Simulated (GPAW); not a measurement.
# free-standing triangular Ir monolayer, spacing 3.069 A: a ladder in the plane-wave cutoff, part 2 of 2

Two starts of free-standing triangular Ir monolayer, spacing 3.069 A are run at each rung of the plane-wave cutoff. Which rung is enough?

GPAW 26.7.0; PBE; plane waves with GPAW's PAW setups, scalar-relativistic.

So far, largest spin moment in the augmentation sphere (μB): step 2 (rung 1 (250 eV), start ferro +) 1.42; step 5 (rung 2 (325 eV), start antiferro q=(0,1/2,0) +-) 0.994; step 6 (rung 3 (400 eV), start ferro +) 1.43; step 7 (rung 3 (400 eV), start antiferro q=(0,1/2,0) +-) 0.998; step 8 (rung 4 (500 eV), start ferro +) 1.43.

**9. Rung 4 (500 eV), start antiferro q=(0,1/2,0) +-**

Contents of order2.py:

```python
import json
import numpy as np
from ase import Atoms
from ase.parallel import paropen, parprint
from gpaw import GPAW

atoms = Atoms(['Ir', 'Ir'],
    cell=[[3.069, 0.0, 0.0],
         [-3.069, 5.315664, 0.0],
         [0.0, 0.0, 14.0]],
    scaled_positions=[[0.0, 0.0, 0.5],
         [0.0, 0.5, 0.5]],
    pbc=True,
    magmoms=[1.0, -1.0])
atoms.calc = GPAW(mode={'name': 'pw', 'ecut': 500},
    xc='PBE',
    kpts={'size': (10, 5, 1), 'gamma': True},
    occupations={'name': 'fermi-dirac', 'width': 0.05},
    convergence={'density': 1e-05, 'energy': 1e-05},
    maxiter=200,
    symmetry={'tolerance': 1e-4},
    txt='order2.txt')
e = atoms.get_potential_energy(force_consistent=True)
res = {'free_energy': e, 'energy_sigma0': atoms.get_potential_energy(), 'fermi_energy': atoms.calc.get_fermi_level()}
res['moments'] = atoms.get_magnetic_moments().tolist()
res['total'] = atoms.get_magnetic_moment()
parprint('site moments (muB):', np.round(res['moments'], 3))
parprint(f"total moment: {res['total']:.3f} muB")
parprint(f'free energy: {e:.6f} eV')
atoms.calc.write('order2.gpw')
with paropen('results.json', 'w') as f:
    json.dump(res, f)
```

Run with:

```
$ OMP_NUM_THREADS=1 python3 order2.py > order2.log
```

Output:

```text
site moments (muB): [ 0.998 -0.998]
total moment: -0.000 muB
free energy: -11.612077 eV

--- order2.txt ---
Input parameters:
  mode=PW(ecut=500),
  convergence={'density': 1e-05, 'energy': 1e-05},
  kpts=MonkhorstPack(size=(10, 5, 1), gamma=True),
  maxiter=200,
  occupations=Occupations(name='fermi-dirac', width=0.05),
  symmetry=Symmetry(tolerance=0.0001),
  xc=XC(name='PBE')

Diagonalizing LCAO Hamiltonian
[...]
|          8 |        -5.260 |     1.000 |        -5.260 |     1.000 |
|          9 |        -4.798 |     1.000 |        -4.798 |     1.000 |
[...]
|         18 |        -0.950 |     0.000 |        -0.950 |     0.000 |
|         19 |         1.216 |     0.000 |         1.216 |     0.000 |
|         20 |         2.148 |     0.000 |         2.148 |     0.000 |
|         21 |         3.190 |     0.000 |         3.190 |     0.000 |

No gap
No difference between direct/indirect transitions


[key lines of the parts left out:]
Free energy:     -11.612077
Converged in 16 steps
dipole moment: (-11.006146, -19.063201, 0.000008)  # |e|*Ang
Fermi level: -3.334
```

The job ended after 53 s (1 MPI rank of AMD EPYC 9R45, shared host; peak memory 0.36 GiB).

This step gave:

| Item | Value |
| --- | --- |
| magnetization | 0 μB |
| final state | antiferromagnetic |
| largest moment | 0.9979 μB |

This start lies +140.4 meV a seeded atom from the first, a change of +0.0 meV since rung 3; its largest moment is 0.998 μB.

**10. Rung 5 (650 eV), start ferro +**

Contents of order1.py:

```python
import json
import numpy as np
from ase import Atoms
from ase.parallel import paropen, parprint
from gpaw import GPAW

atoms = Atoms(['Ir'],
    cell=[[3.069, 0.0, 0.0],
         [-1.5345, 2.657832, 0.0],
         [0.0, 0.0, 14.0]],
    scaled_positions=[[0.0, 0.0, 0.5]],
    pbc=True,
    magmoms=[1.0])
atoms.calc = GPAW(mode={'name': 'pw', 'ecut': 650},
    xc='PBE',
    kpts={'size': (10, 10, 1), 'gamma': True},
    occupations={'name': 'fermi-dirac', 'width': 0.05},
    convergence={'density': 1e-05, 'energy': 1e-05},
    maxiter=200,
    symmetry={'tolerance': 1e-4},
    txt='order1.txt')
e = atoms.get_potential_energy(force_consistent=True)
res = {'free_energy': e, 'energy_sigma0': atoms.get_potential_energy(), 'fermi_energy': atoms.calc.get_fermi_level()}
res['moments'] = atoms.get_magnetic_moments().tolist()
res['total'] = atoms.get_magnetic_moment()
parprint('site moments (muB):', np.round(res['moments'], 3))
parprint(f"total moment: {res['total']:.3f} muB")
parprint(f'free energy: {e:.6f} eV')
atoms.calc.write('order1.gpw')
with paropen('results.json', 'w') as f:
    json.dump(res, f)
```

Run with:

```
$ OMP_NUM_THREADS=1 python3 order1.py > order1.log
```

Output:

```text
site moments (muB): [1.429]
total moment: 1.561 muB
free energy: -5.954567 eV

--- order1.txt ---
Input parameters:
  mode=PW(ecut=650),
  convergence={'density': 1e-05, 'energy': 1e-05},
  kpts=MonkhorstPack(size=(10, 10, 1), gamma=True),
  maxiter=200,
  occupations=Occupations(name='fermi-dirac', width=0.05),
  symmetry=Symmetry(tolerance=0.0001),
  xc=XC(name='PBE')

Diagonalizing LCAO Hamiltonian
[...]
|          3 |        -8.508 |     1.000 |        -8.215 |     1.000 |
|          4 |        -5.149 |     1.000 |        -4.402 |     1.000 |
[...]
|          8 |        -3.800 |     1.000 |        -2.587 |     0.000 |
|          9 |        -1.405 |     0.000 |        -1.113 |     0.000 |
|         10 |         2.146 |     0.000 |         2.159 |     0.000 |
|         11 |         3.205 |     0.000 |         3.188 |     0.000 |

No gap
No difference between direct/indirect transitions


[key lines of the parts left out:]
Free energy:      -5.954567
Converged in 11 steps
dipole moment: (-5.506305, -9.537201, 0.000004)  # |e|*Ang
Fermi level: -3.278
```

Run time: 11 s. Hardware: 1 MPI rank; peak memory 0.24 GiB.

This step gave:

* magnetization: 1.561 μB
* final state: ferromagnetic
* largest moment: 1.429 μB

The largest moment is that of rung 4, at 1.4 times its CPU time.

**11. Rung 5 (650 eV), start antiferro q=(0,1/2,0) +-**

order2.py is the script of step 9 with these lines changed:

```diff
@@ -14,3 +14,3 @@
     magmoms=[1.0, -1.0])
-atoms.calc = GPAW(mode={'name': 'pw', 'ecut': 500},
+atoms.calc = GPAW(mode={'name': 'pw', 'ecut': 650},
     xc='PBE',
```

Run with:

```
$ OMP_NUM_THREADS=1 python3 order2.py > order2.log
```

Output:

```text
site moments (muB): [ 0.998 -0.998]
total moment: -0.000 muB
free energy: -11.628301 eV

--- order2.txt ---
Input parameters:
  mode=PW(ecut=650),
  convergence={'density': 1e-05, 'energy': 1e-05},
  kpts=MonkhorstPack(size=(10, 5, 1), gamma=True),
  maxiter=200,
  occupations=Occupations(name='fermi-dirac', width=0.05),
  symmetry=Symmetry(tolerance=0.0001),
  xc=XC(name='PBE')

Diagonalizing LCAO Hamiltonian
[...]
|          8 |        -5.259 |     1.000 |        -5.259 |     1.000 |
|          9 |        -4.798 |     1.000 |        -4.798 |     1.000 |
[...]
|         18 |        -0.951 |     0.000 |        -0.951 |     0.000 |
|         19 |         1.216 |     0.000 |         1.216 |     0.000 |
|         20 |         2.149 |     0.000 |         2.149 |     0.000 |
|         21 |         3.189 |     0.000 |         3.189 |     0.000 |

No gap
No difference between direct/indirect transitions


[key lines of the parts left out:]
Free energy:     -11.628301
Converged in 16 steps
dipole moment: (-11.007210, -19.065041, 0.000008)  # |e|*Ang
Fermi level: -3.334
```

It took 89 s on 1 MPI rank; peak memory 0.5 GiB.

Numbers from this step:

```
magnetization  : 0 μB
final state    : antiferromagnetic
largest moment : 0.9982 μB
```

This start lies +140.4 meV a seeded atom from the first, a change of +0.0 meV since rung 4; its largest moment is 0.998 μB.

**12. Rung 6 (800 eV), start ferro +**

order1.py is the script of step 10 with these lines changed:

```diff
@@ -13,3 +13,3 @@
     magmoms=[1.0])
-atoms.calc = GPAW(mode={'name': 'pw', 'ecut': 650},
+atoms.calc = GPAW(mode={'name': 'pw', 'ecut': 800},
     xc='PBE',
```

Run with:

```
$ OMP_NUM_THREADS=1 python3 order1.py > order1.log
```

Output:

```text
site moments (muB): [1.429]
total moment: 1.561 muB
free energy: -5.954907 eV

--- order1.txt ---
Input parameters:
  mode=PW(ecut=800),
  convergence={'density': 1e-05, 'energy': 1e-05},
  kpts=MonkhorstPack(size=(10, 10, 1), gamma=True),
  maxiter=200,
  occupations=Occupations(name='fermi-dirac', width=0.05),
  symmetry=Symmetry(tolerance=0.0001),
  xc=XC(name='PBE')

Diagonalizing LCAO Hamiltonian
[...]
|          3 |        -8.508 |     1.000 |        -8.215 |     1.000 |
|          4 |        -5.149 |     1.000 |        -4.402 |     1.000 |
[...]
|          8 |        -3.800 |     1.000 |        -2.587 |     0.000 |
|          9 |        -1.405 |     0.000 |        -1.113 |     0.000 |
|         10 |         2.147 |     0.000 |         2.159 |     0.000 |
|         11 |         3.203 |     0.000 |         3.187 |     0.000 |

No gap
No difference between direct/indirect transitions


[key lines of the parts left out:]
Free energy:      -5.954907
Converged in 12 steps
dipole moment: (-5.506335, -9.537253, 0.000004)  # |e|*Ang
Fermi level: -3.278
```

The job ended after 18 s (1 MPI rank; peak memory 0.28 GiB).

Read from the output:

```
magnetization  : 1.561 μB
final state    : ferromagnetic
largest moment : 1.429 μB
```

The largest moment is that of rung 5, at 1.6 times its CPU time.

**13. Rung 6 (800 eV), start antiferro q=(0,1/2,0) +-**

order2.py is the script of step 11 with these lines changed:

```diff
@@ -14,3 +14,3 @@
     magmoms=[1.0, -1.0])
-atoms.calc = GPAW(mode={'name': 'pw', 'ecut': 650},
+atoms.calc = GPAW(mode={'name': 'pw', 'ecut': 800},
     xc='PBE',
```

Run with:

```
$ OMP_NUM_THREADS=1 python3 order2.py > order2.log
```

Output:

```text
site moments (muB): [ 0.998 -0.998]
total moment: 0.000 muB
free energy: -11.628992 eV

--- order2.txt ---
Input parameters:
  mode=PW(ecut=800),
  convergence={'density': 1e-05, 'energy': 1e-05},
  kpts=MonkhorstPack(size=(10, 5, 1), gamma=True),
  maxiter=200,
  occupations=Occupations(name='fermi-dirac', width=0.05),
  symmetry=Symmetry(tolerance=0.0001),
  xc=XC(name='PBE')

Diagonalizing LCAO Hamiltonian
[...]
|          8 |        -5.259 |     1.000 |        -5.259 |     1.000 |
|          9 |        -4.798 |     1.000 |        -4.798 |     1.000 |
[...]
|         18 |        -0.951 |     0.000 |        -0.951 |     0.000 |
|         19 |         1.216 |     0.000 |         1.216 |     0.000 |
|         20 |         2.150 |     0.000 |         2.150 |     0.000 |
|         21 |         3.188 |     0.000 |         3.188 |     0.000 |

No gap
No difference between direct/indirect transitions


[key lines of the parts left out:]
Free energy:     -11.628992
Converged in 16 steps
dipole moment: (-11.007265, -19.065139, 0.000008)  # |e|*Ang
Fermi level: -3.334
```

Elapsed: 2.2 min, on 1 MPI rank; peak memory 0.63 GiB.

Numbers from this step:

* magnetization: 0 μB
* final state: antiferromagnetic
* largest moment: 0.9983 μB

This start lies +140.4 meV a seeded atom from the first, a change of -0.0 meV since rung 5; its largest moment is 0.998 μB.

**14. Another try**

A slip in the input shows what the program catches and what it lets pass.

Contents of run.py:

```python
import json
import numpy as np
from ase import Atoms
from ase.parallel import paropen, parprint
from gpaw import GPAW

atoms = Atoms(['Ir'],
    cell=[[3.069, 0.0, 0.0],
         [-1.5345, 2.657832, 0.0],
         [0.0, 0.0, 14.0]],
    scaled_positions=[[0.0, 0.0, 0.5]],
    pbc=True,
    magmoms=[1.0])
atoms.calc = GPAW(mode={'name': 'pw', 'ecut': 550},
    xc='PBE',
    kpts={'size': (10, 10, 1), 'gamma': True},
    occupations={'name': 'fermi-dirac', 'width': 0.05},
    convergence={'density': 1e-05, 'energy': 1e-05},
    maxiter=2,
    symmetry={'tolerance': 1e-4},
    txt='run.txt')
e = atoms.get_potential_energy(force_consistent=True)
res = {'free_energy': e, 'energy_sigma0': atoms.get_potential_energy(), 'fermi_energy': atoms.calc.get_fermi_level()}
res['moments'] = atoms.get_magnetic_moments().tolist()
res['total'] = atoms.get_magnetic_moment()
parprint('site moments (muB):', np.round(res['moments'], 3))
parprint(f"total moment: {res['total']:.3f} muB")
parprint(f'free energy: {e:.6f} eV')
atoms.calc.write('run.gpw')
with paropen('results.json', 'w') as f:
    json.dump(res, f)
```

Run with:

```
$ OMP_NUM_THREADS=1 python3 run.py > run.log
```

Output:

```text
gpaw.KohnShamConvergenceError

--- run.txt ---
Input parameters:
  mode=PW(ecut=550),
  convergence={'density': 1e-05, 'energy': 1e-05},
  kpts=MonkhorstPack(size=(10, 10, 1), gamma=True),
  maxiter=2,
  occupations=Occupations(name='fermi-dirac', width=0.05),
  symmetry=Symmetry(tolerance=0.0001),
  xc=XC(name='PBE')

Diagonalizing LCAO Hamiltonian
Converting LCAO to pw mode

       Ir

Atoms  # Å, Bohr magnetons
|   | symbol |        x |        y |        z |    initial magnetic moments |
|---|--------|----------|----------|----------|-----------------------------|
| 0 |     Ir | 0.000000 | 0.000000 | 7.000000 | ( 0.0000,  0.0000,  1.0000) |

Number of symmetries: 24

BZ-sampling:
  Number of BZ points: 100
  Number of IBZ points: 14

  Monkhorst-Pack size: [10, 10, 1]
  Monkhorst-Pack shift: [0.05, 0.05, 0.0]

Plane wave coefficients: 3366
Cutoff: 550.0 eV

Spin-components: 2 (collinear spins)
Bands:           12
Projectors:      6
Spin-degeneracy: 1
Datatype:        complex128

Parallelization:
  kpt:    1
  domain: 1
  band:   1

Density:
  Valence electrons: 15.0
  Components: 2
  Grid points: [18 18 80]
  Charge: 0.0  # |e|

Potential:
  Grid points: [18 18 80]

[... setups left out ...]
Reference energy: -484484.849336  # eV

convergence criteria:
- Maximum integral of absolute [dens]ity change: 1e-05 electrons / valence electron
- Maximum [total energy] change in last 3 cyles: 1e-05 eV / valence electron
- Maximum integral of absolute [eigenst]ate change: 4e-08 eV^2 / valence electron
maximum number of iterations: 2

SCF iterations
|iter     |      energy | eigst |  dens |  magmom |
|---------|-------------|-------|-------|---------|
|iter:   1|       0s |   -5.815031 | -0.30 |       |  +1.0008|
|iter:   2|       1s |   -5.826158 | -1.86 | -1.18 |  +1.0160|
```

It took 4.4 s on 1 MPI rank; peak memory 0.21 GiB.

The run stopped without converging, so none of its numbers is a property of the system.

The fault put into the input: too few SCF iterations.

The limit on cycles came before convergence; raising it mends this.

**15. The rungs together**

Ladder, by row:

| rung | cutoff (eV) | state from the first start | state from the second start | second less first (meV a seeded atom) | moment, first (μB) | moment, second (μB) | CPU time (s) |
| --- | --- | --- | --- | --- | --- | --- | --- |
| 1 | 250 | ferromagnetic | antiferromagnetic | 140.6 | 1.416 | 0.9834 | 30.09 |
| 2 | 325 | ferromagnetic | antiferromagnetic | 140.1 | 1.426 | 0.9943 | 46.33 |
| 3 | 400 | ferromagnetic | antiferromagnetic | 140.4 | 1.429 | 0.9975 | 54.46 |
| 4 | 500 | ferromagnetic | antiferromagnetic | 140.4 | 1.429 | 0.9979 | 60.79 |
| 5 | 650 | ferromagnetic | antiferromagnetic | 140.4 | 1.429 | 0.9982 | 100.1 |
| 6 | 800 | ferromagnetic | antiferromagnetic | 140.4 | 1.429 | 0.9983 | 151 |

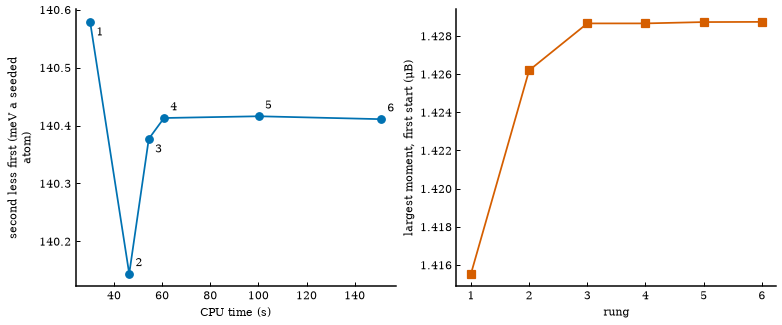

Result against cost, rungs numbered as in the table, and the moment by rung.

**16. Summary of results**

```yaml
range_of_the_moment_in_the_table_first_start: 1.42 to 1.43 μB
range_of_cpu_time: 30 s to 2.5 min
range_of_the_energy_difference: 140 to 141 meV a seeded atom
first_rung_from_which_all_stay_within_7p0_mev_of_the_last: 1
```

**Reading.** From rung 1 on the result stays within 0.27 meV of the last rung, inside the margin of 7.0 meV set for it, at 20 % of the last rung's cost. The first start ends lower on every rung of the table; whether functional and cell give the true order is another question.

[Logs and program files are shortened in this print: banners, set-up blocks, solver, clock and traceback lines can be left out without a mark of their own.]

[Logs are printed without paths, hosts, clocks, repeated set-up lines and the standing remarks that a program may print on its own settings, such as how far it seeks lower states.]

[Hosts, paths, dates, database ids (printed as entryN), source tags and the programs' standing remarks are cut or masked in the printed files.]

[Where a cell is said to come from a database of computed structures, the database is the Materials Project.]
